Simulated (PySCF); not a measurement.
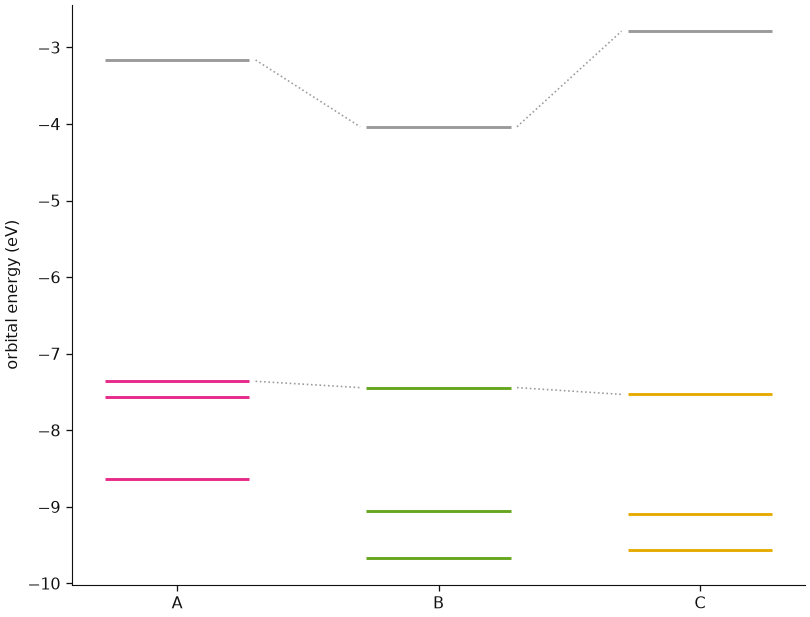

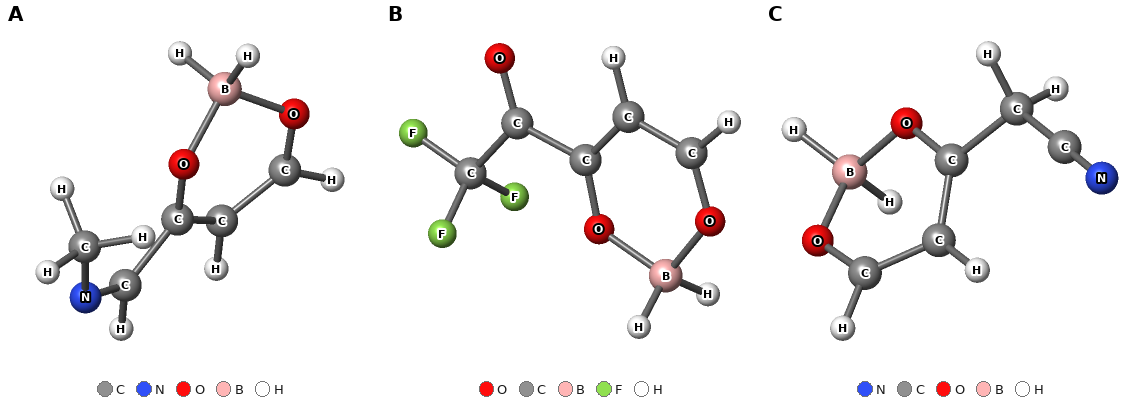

Related molecules: A is C₅H₈BNO₂, SMILES C/N=C\C1=[O+][BH2-]OC=C1; B is C₅H₄BF₃O₃, SMILES O=C(C1=[O+][BH2-]OC=C1)C(F)(F)F; C is C₅H₆BNO₂, SMILES N#CCC1=[O+][BH2-]OC=C1. Frontier orbital energies, PBE0/def2-SVPD with PySCF, at a PBE0-D3(BJ)/def2-SVP geometry (no frequency check); drawn are at most three filled levels and, in grey, the LUMO with any level within 0.03 eV of it; dotted lines join the HOMOs and the LUMOs.

Question: What does the change do to the frontier levels?

Answer: From A to B the HOMO falls by 0.08 eV and the LUMO falls by 0.87 eV, so the separation goes from 4.20 to 3.41 eV. From A to C the HOMO falls by 0.17 eV and the LUMO rises by 0.38 eV, so the separation goes from 4.20 to 4.74 eV.

Caveats, for all or some of the runs: one conformer of a flexible molecule.
